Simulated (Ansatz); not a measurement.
# Na3Y (built on the sites of a database entry of Li3Bi): phonons and vibrational spectra, part 3 of 3

Wanted: phonon frequencies of Na3Y (built on the sites of a database entry of Li3Bi) and what follows from them.

Ansatz 0.2.0; DFT LDA, scalar-relativistic, plane waves, PAW.

So far, highest frequency on the path or at a solved wavevector (cm⁻¹): step 6 (the dispersion) 164. The relaxed cell has a = 7.928 Å (conventional setting).

The structure was built from a prototype and need not be the compound's stable phase.

### 7. Finite displacements in a supercell

Finite displacements in a 2×2×2 supercell give force constants from forces alone. They are exact at the wavevectors that the supercell holds, where they check the linear-response result.

File input.yaml:

```yaml
crystal:
  lattice:
    - [0.0, 3.9641698809, 3.9641698809]
    - [3.9641698809, 0.0, 3.9641698809]
    - [3.9641698809, 3.9641698809, 0.0]
  atoms:
    - { symbol: Na, position: [0.75, 0.75, 0.75] }
    - { symbol: Na, position: [0.5, 0.5, 0.5] }
    - { symbol: Na, position: [0.25, 0.25, 0.25] }
    - { symbol: "Y", position: [0.0, 0.0, 0.0] }
kpoints:
  mp_grid: { grid: [12, 12, 12] }
hamiltonian:
  xc: lda
scf:
  occupations: { method: methfessel_paxton, width: 0.2 }
output:
  eigenvalues: true
phonons:
  method: fd
  supercell: [2, 2, 2]
  temperatures: { t_max: 1000, t_step: 50 }
  qpath:
    path:
      - [[0.0, 0.0, 0.0], [0.5, 0.0, 0.5], [0.625, 0.25, 0.625]]
      - [[0.375, 0.375, 0.75], [0.0, 0.0, 0.0], [0.5, 0.5, 0.5], [0.5, 0.25, 0.75], [0.5, 0.0, 0.5]]
    npoints: 10
```

Run with:

```sh
> ansatz run input.yaml --threads 8 --pin off --max-ram 14336MiB --backend cpu --events-out ev --progress --plain --runs-dir out
```

Numbers of over 12 decimals in the logs are rounded to 6 here.

Log:

```text
[...]
Crystal: 32 atoms, lattice volume = 996.728 Å³
Basis set: ecut = 420 eV, 19579 PW (Γ)
Bands: 192, of which v1, the nominal top of the filled ones, is band 152 counted from 1 (151 counted from 0)
Symmetry: 384 space group operations
k-points: 16 of 216
[...]
SCF iter   1: F=—  HF=-65150.282956 eV  |F-HF|=—  |Δ(HF+E_count)|=         —  Δρ=2.90e-8  dr2=1.08e-11  ethr=1.00e-12  ⟨swp⟩=2.4  Hψ=7554  notcnv=0
[...]
SCF iter   2: F=-65150.282956 eV  HF=-65150.282956 eV  |F-HF|=0.00e0  |Δ(HF+E_count)|=  7.28e-12  S|Δr|=    0.00e0  Δρ=1.83e-8  dr2=5.44e-12  ethr=1.00e-12  ⟨swp⟩=2.0  Hψ=5580  notcnv=0
SCF 1 converged in 2 iterations: F = -65150.282956 eV  dr2 = 5.44e-12
[...]
Crystal: 4 atoms, lattice volume = 124.591 Å³
Basis set: ecut = 420 eV, 2421 PW (Γ), exchange–correlation on 80×80×80 points (8 copies of the dense FFT grid, shifted against one another)
Bands: 23, of which v1, the nominal top of the filled ones, is band 19 counted from 1 (18 counted from 0)
Symmetry: 48 space group operations
k-points: 72 of 1728
[...]
SCF iter   2: F=-8143.785370 eV  HF=-8143.785370 eV  |F-HF|=2.73e-12  |Δ(HF+E_count)|=   5.94e-7  S|Δr|=    0.00e0  Δρ=3.23e-8  dr2=3.26e-12  ethr=1.00e-12  ⟨swp⟩=3.1  Hψ=3905  notcnv=0
SCF 2, on 23 bands, converged in 2 iterations: F = -8143.785370 eV; the run's SCF on all bands comes behind
[...]
Bands: 24, of which v1, the nominal top of the filled ones, is band 19 counted from 1 (18 counted from 0)
[...]
SCF iter   2: F=-8143.785370 eV  HF=-8143.785370 eV  |F-HF|=1.82e-12  |Δ(HF+E_count)|=   1.01e-6  S|Δr|=    0.00e0  Δρ=3.83e-8  dr2=3.78e-12  ethr=1.00e-12  ⟨swp⟩=3.6  Hψ=4225  notcnv=0
SCF 3 converged in 2 iterations: F = -8143.785370 eV  dr2 = 3.78e-12
[...]
Symmetry: 8 space group operations
k-points: 30 of 216 (time reversal used)
[...]
SCF iter   8: F=-65150.282950 eV  HF=-65150.282950 eV  |F-HF|=0.00e0  |Δ(HF+E_count)|=    0.00e0  S|Δr|=    0.00e0  Δρ=7.22e-9  dr2=1.43e-12  ethr=1.00e-12  ⟨swp⟩=5.0  Hψ=20932  notcnv=0
SCF 4 converged in 8 iterations: F = -65150.282950 eV  dr2 = 1.43e-12
[...]
Symmetry: 4 space group operations
k-points: 46 of 216 (time reversal used)
[...]
SCF iter   7: F=-65150.282952 eV  HF=-65150.282952 eV  |F-HF|=7.28e-12  |Δ(HF+E_count)|=  1.46e-11  S|Δr|=    0.00e0  Δρ=1.56e-8  dr2=3.80e-12  ethr=1.00e-12  ⟨swp⟩=5.0  Hψ=33870  notcnv=0
SCF 5 converged in 7 iterations: F = -65150.282952 eV  dr2 = 3.80e-12
[...]
Symmetry: 6 space group operations
k-points: 32 of 216 (time reversal used)
[...]
SCF iter   8: F=-65150.282951 eV  HF=-65150.282951 eV  |F-HF|=1.46e-11  |Δ(HF+E_count)|=  1.46e-11  S|Δr|=    0.00e0  Δρ=9.67e-9  dr2=1.20e-12  ethr=1.00e-12  ⟨swp⟩=5.2  Hψ=21347  notcnv=0
SCF 6 converged in 8 iterations: F = -65150.282951 eV  dr2 = 1.20e-12
[...]
SCF iter   3: F=-65150.282951 eV  HF=-65150.282951 eV  |F-HF|=2.18e-11  |Δ(HF+E_count)|=    0.00e0  S|Δr|=    0.00e0  Δρ=8.69e-9  dr2=2.69e-12  ethr=1.00e-12  ⟨swp⟩=4.0  Hψ=19817  notcnv=0
SCF 7 converged in 3 iterations: F = -65150.282951 eV  dr2 = 2.69e-12
[...]
SCF converged after 2 iterations
[...]
Free energy (F): -65150.282956 eV
[...]
Internal energy: -65150.313110 eV  (E = F + TS)
E sigma→0 (E₀):  -65150.290495 eV
Entropy (-TS):   0.030154 eV (0.942 meV/atom)
Fermi energy:    4.137064 eV
[...]
--- Band table (eV; the first three rows and the last of 16) ---
  k-point 0: bands = [... 148 lower, 4.2523, 4.2523, 4.2523, 4.2523, 4.2523, 4.2523, 4.3113, 4.3113, ... 36 higher]
  k-point 1: bands = [... 148 lower, 4.1822, 4.1994, 4.1994, 4.1994, 4.2467, 4.2710, 4.2710, 4.2785, ... 36 higher]
  k-point 2: bands = [... 148 lower, 3.9952, 4.0522, 4.1719, 4.1719, 4.1719, 4.3188, 4.3188, 4.3559, ... 36 higher]
  k-point 15: bands = [... 148 lower, 3.8227, 3.8227, 3.8550, 3.8550, 4.1003, 4.1003, 4.2544, 4.2544, ... 36 higher]
--- Phonons: 4 displaced members + reference (amplitude 0.0025 Å, Σ member SCF iterations 26) ---
  symmetry images taken by strict's conditions (phonons.symmetry_images: auto; settled by a core's charge or kinetic-energy density on sites where symmetry forbids the force that would show it, while other sites can bear one)
  ASR residual: 5.776e-5 → 0.000e0 eV/Å²; symmetrization residual: 2.279e-5 eV/Å²
  largest component of a force at the reference: 6.4e-19 eV/Å
  ASR residual per site (eV/Å²): 3.03e-5 5.78e-5 3.03e-5 6.61e-6
[...]
```

Elapsed: 86 s, on 8 threads of AMD EPYC 9R45, shared host; peak memory 10 GiB.

Numbers from this step:

```yaml
atoms_in_the_supercell: 32
sum_rule_residual_before_enforcement: 5.78e-5 eV/Å²
lowest_frequency_on_the_path: -17.24 cm⁻¹
```

Interpolated from a 2×2×2 supercell. Phonon branches along the path, in cm⁻¹:

```
    point  branch 1  branch 2  branch 3  branch 4  branch 9  branch 10  branch 11  branch 12
        Γ         0         0         0       118       137        160        160        160
        X       -17       -17        60       104       133        135        164        164
        U        -9        22        50        97       145        146        155        163
jump to K        -9        22        50        97       145        146        155        163
        Γ         0         0         0       118       137        160        160        160
        L        38        38        43        92       150        150        152        152
        W         5        39        39        92       153        153        154        154
        X       -17       -17        60       104       133        135        164        164
```

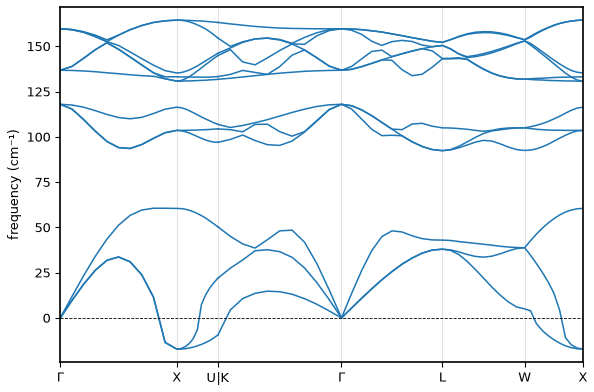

Phonon branches along the path.

The phonon density of states has structure finer than the step of the table below, so its rows give means over 10 cm⁻¹, whole bins alone (the curve runs from -17 to 165 cm⁻¹). Peaks (cm⁻¹: height): 35.0: 0.115, 43.0: 0.0895, 97.0: 0.198, 135.0: 0.322, 155.0: 0.282.

Tetrahedra on a 14×14×14 mesh, mean over bins of 2 cm-1. Interpolated from a 2×2×2 supercell. Phonon density of states against wavenumber; means over each step:

```
wavenumber (cm⁻¹)  phonon density of states (1/cm⁻¹/cell)
              -10                                 0.00604
                0                                 0.00796
               10                                  0.0224
               20                                  0.0571
               30                                  0.0814
               40                                  0.0726
               50                                  0.0447
               60                                 0.00735
               70                                       0
               80                                       0
               90                                  0.0257
              100                                   0.177
              110                                  0.0947
              120                                 0.00272
              130                                  0.0896
              140                                   0.170
              150                                   0.171
              160                                   0.169
```

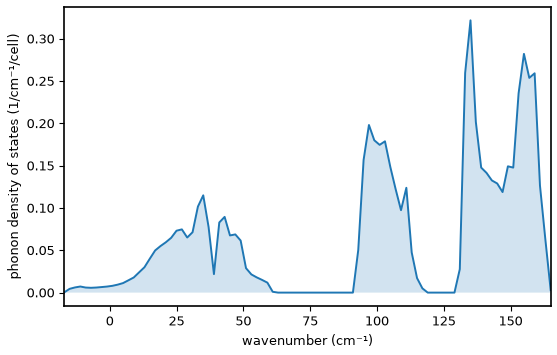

Phonon density of states, plotted against wavenumber.

At Γ the two methods differ by at most 0.0 cm⁻¹.

### 8. Outcome

```
space group after relaxation (within 0.01 Å)            : Fm-3m
volume per atom                                         : 31.1 Å³
electronic character                                    : no gap on this mesh
highest optical mode at the zone centre (no LO-TO term) : 160 cm⁻¹
lowest optical zone-centre mode                         : 118 cm⁻¹
lowest mode on the q mesh (acoustic modes at Γ apart)   : -17.2 cm⁻¹
highest frequency on the path or at a solved wavevector : 164 cm⁻¹
imaginary modes on the 4×4×4 q mesh                     : yes
```

What this shows: Modes are clearly imaginary (beyond 10i cm⁻¹) at 1 of the 8 irreducible wavevectors, most at q = (0, -0.5, -0.5) (17.2i cm⁻¹), so this structure is not a minimum of the energy. The optical modes at Γ span 118 to 160 cm⁻¹. The highest mode in this list at Γ, 159.8 cm⁻¹, is mostly motion of Na (86 % of the kinetic energy). Finite displacements and linear response differ by 0.0 cm⁻¹ in the highest zone-centre mode. With no gap, or one that is small against the smearing, the frequencies hang on the k mesh and the smearing, most of all near Kohn anomalies. The starting cell was built on a prototype and not taken from a measurement, so the phase need not exist. These are harmonic frequencies at zero temperature: anharmonic shifts, linewidths and thermal expansion are left out.

[Logs are printed without paths, hosts, clocks, repeated set-up lines and the standing remarks that a program may print on its own settings, such as how far it seeks lower states.]

[Hosts, paths, dates, database ids (printed as entryN), source tags and the programs' standing remarks are cut or masked in the printed files.]
